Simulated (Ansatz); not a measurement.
Method: PBE (plane waves to 420 eV, PAW; Ansatz, an electronic-structure program).

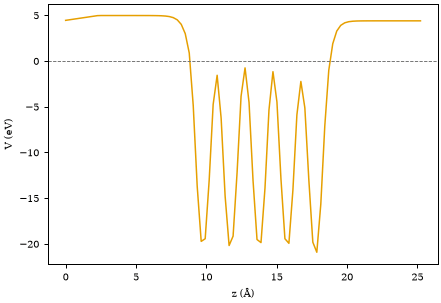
Figure. Plane-averaged electrostatic potential energy along the normal, in eV from the Fermi level, for Si on the 1x1 (0001) surface of hcp Co, ferromagnetic, one in a 1x1 cell, started at the site 'bridge Co-Co (span 2.5 Å)'

Model: 5-atom slab, 6.0 Å thick at the start under the adsorbate (thin: gaps and levels are the slab's own), 14x14x1 mesh, Fermi-Dirac 0.1 eV, dipole correction, 2 atoms held, the rest relaxed; held to the start's symmetry, so lower structures may exist; spin-polarised, no spin-orbit, no U, no dispersion correction. At the end it is bonded to 2 Co. In PBE this state lies 0.08 eV over the lowest of the starts that converged ('hollow Co-Co-Co').

The vacuum level lies 4.40 eV above the Fermi level over the top face and 4.98 eV above it under the bottom face.
